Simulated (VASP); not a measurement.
Band structure of TiBe (space group Pm-3m). These are PBEsol GGA, VASP's PBE PAW potentials (set 64) (plane waves; VASP) values and carry that method's errors.

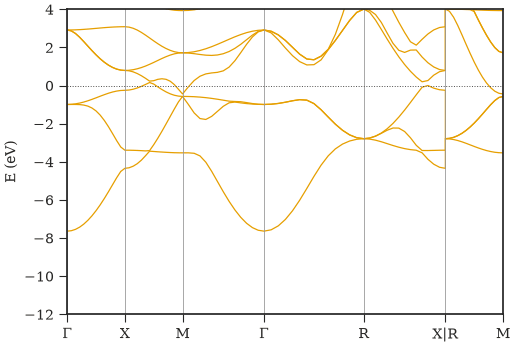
*Bands along high-symmetry lines, zero at the valence-band maximum or, without a gap, the Fermi level*

Q: Read the plot: is there a gap, and where are the band edges?

A: It has no gap at this level: it comes out as a metal or semimetal. (Edges off the drawn lines would not show.)

The structure comes from a computed database's TiBe entry (Pm-3m); how it stands against other phases isn't given here. It was relaxed first.
